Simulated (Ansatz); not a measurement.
# H$_{6}$Si$_{2}$···HBr: what the fields show

Input file:

```
crystal:
  periodic: [false, false, false]
  atoms:
    - { symbol: Si, position_ang: [-1.102723, 0.68288, -0.016302] }
    - { symbol: Si, position_ang: [0.157525, -1.033148, 0.730627] }
    - { symbol: H, position_ang: [-1.344271, 0.594211, -1.478471] }
    - { symbol: H, position_ang: [-2.419325, 0.617786, 0.682316] }
    - { symbol: H, position_ang: [-0.461594, 1.980584, 0.319827] }
    - { symbol: H, position_ang: [1.890082, 0.222166, -0.951915] }
    - { symbol: Br, position_ang: [1.86139, 1.259359, -2.006644] }
    - { symbol: H, position_ang: [0.147229, -1.094765, 2.218574] }
    - { symbol: H, position_ang: [-0.323174, -2.33317, 0.18746] }
    - { symbol: H, position_ang: [1.594761, -0.896003, 0.314528] }
basis:
  gaussian: { orbitals: def2-mTZVP }
hamiltonian:
  xc: pbe0
  dispersion: d4
relax:
  f_tol: 0.03
  max_steps: 50
output:
  orbitals: {}
```

Run with:

```sh
ansatz run input.yaml --threads 2 --pin off --max-ram 3072MiB --backend cpu --events-out ev --progress --plain --runs-dir out
```

The fields are those of the run's last geometry, not of the input's.

The calculation used Ansatz 0.2.0, RKS PBE0-D4/def2-mTZVP.

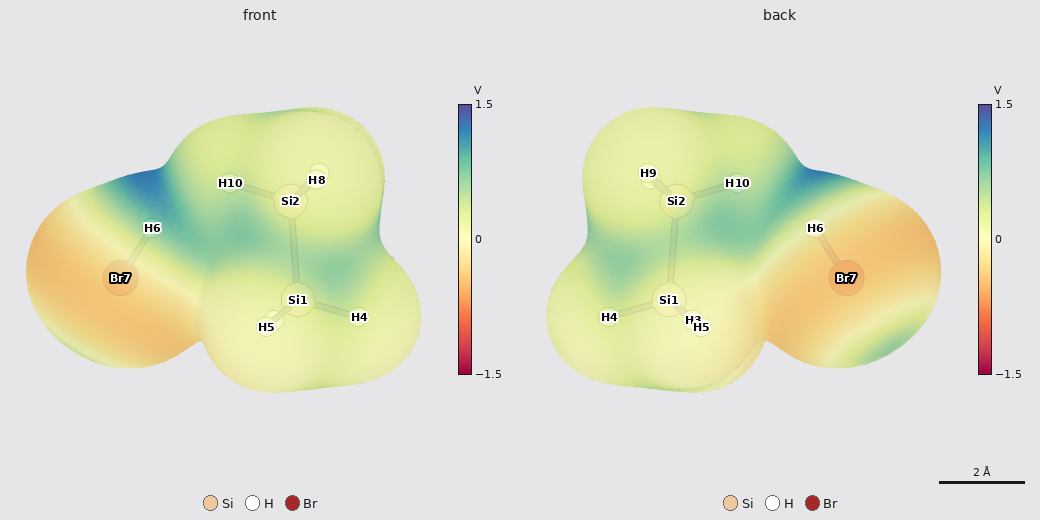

Figure 1. The molecular electrostatic potential painted on the density surface at 0.001 e/bohr³, seen from the front and from behind; red is negative and blue positive.

> Where is the surface potential most negative and most positive?

The most negative region (about −0.4 V) lies over Br7, the most positive (about +1.2 V) over H6. Br7 shows a σ-hole: about +0.6 V at the tip opposite its bond, against about −0.4 V on its flanks.

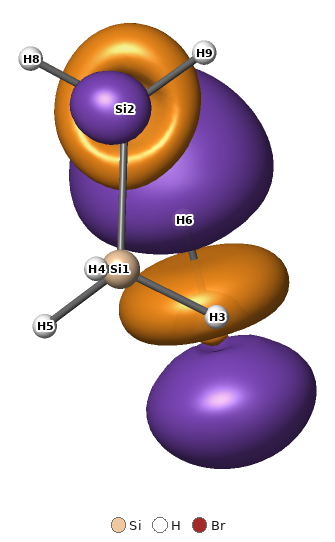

Figure 2. The LUMO at ±0.1 Å⁻³ᐟ² (orange and purple are the two phases), seen at an oblique angle.

> Describe this orbital and give its energy.

Its weight (Hirshfeld) is mainly on Br7 (about 40 %), H6 (about 30 %), Si2 (about 15 %) and H10 (about 10 %). Its energy is −0.49 eV.

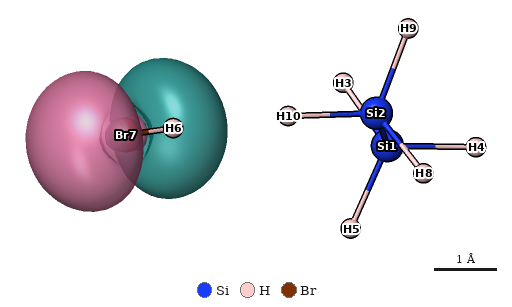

Figure 3. The HOMO−1 at ±0.15 Å⁻³ᐟ² (teal and pink are the two phases), seen from one side.

> What is the character of this orbital?

By Hirshfeld shares it lies mainly on Br7 (about 95 %); largely a lone pair of Br7. Its energy is −8.68 eV.
